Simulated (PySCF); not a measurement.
C$_{6}$H$_{14}$N (SMILES CCC[NH+]1CCC1) (charge +1)

The calculation's input:

```
{"job": {"kind": "uv", "xc": "PBE0", "basis": "def2-SVPD", "nstates": 6, "ntriplets": 2}, "charge": 1, "multiplicity": 1}
C      2.527789     0.444556    -0.415578
C      1.778605    -0.790372     0.075614
C      0.548442    -0.442125     0.909793
N     -0.447048     0.295368     0.109013
C     -1.240207    -0.461179    -0.906275
C     -2.532731     0.184682    -0.395918
C     -1.709621     0.735563     0.773679
H      3.464304     0.143248    -0.874917
H      1.967594     0.997292    -1.169169
H      2.764508     1.110981     0.410632
H      2.442160    -1.384816     0.703578
H      1.490330    -1.412615    -0.773200
H      0.074598    -1.346462     1.297238
H      0.835617     0.190657     1.753440
H      0.048866     1.081073    -0.322147
H     -1.181186    -1.532714    -0.722485
H     -0.957580    -0.253752    -1.936097
H     -2.930978     0.951519    -1.053666
H     -3.329953    -0.501394    -0.130375
H     -1.859402     0.200692     1.710332
H     -1.763024     1.806742     0.956039
```

Launched as:

```sh
OMP_NUM_THREADS=1 python probes_run.py task.json out
```

Geometry: GFN2-xTB.

These are results of PySCF, PBE0/def2-SVPD, SCF density, gas phase, not measurements.

### What can the converged electron density and electron localisation function tell about the bonding?

C–N (1.48 Å): the density is about 1.9 e/Å³ at the midpoint, with its minimum of 1.7 e/Å³ about 0.5 Å from C; the ELF peaks at about 0.95 between the atoms: a shared electron pair.
N–H (1.02 Å): ρ at the midpoint is about 2.9 e/Å³; the ELF climbs to about 1 towards the hydrogen, as it does in any bond to H: a covalent bond by its length.
C–H (1.08 Å): ρ is about 2 e/Å³ halfway; the ELF climbs to about 1 towards the hydrogen (a covalent bond by its length).

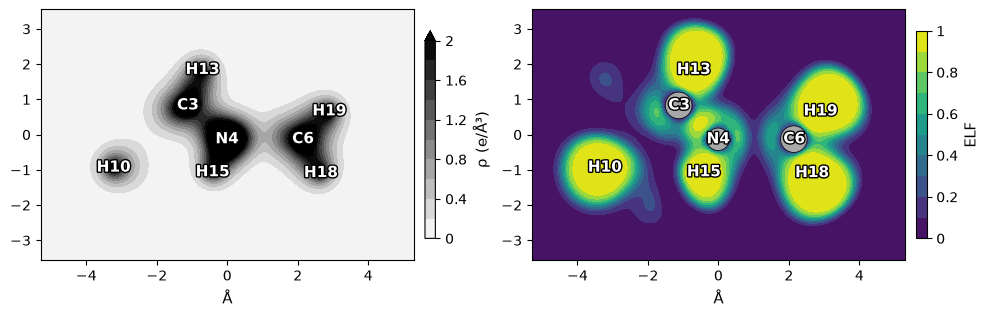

Computed electron density and electron localisation function on the plane of atoms H18, C6 and H19, in this order. Grey discs cover the atomic cores in the ELF map. 
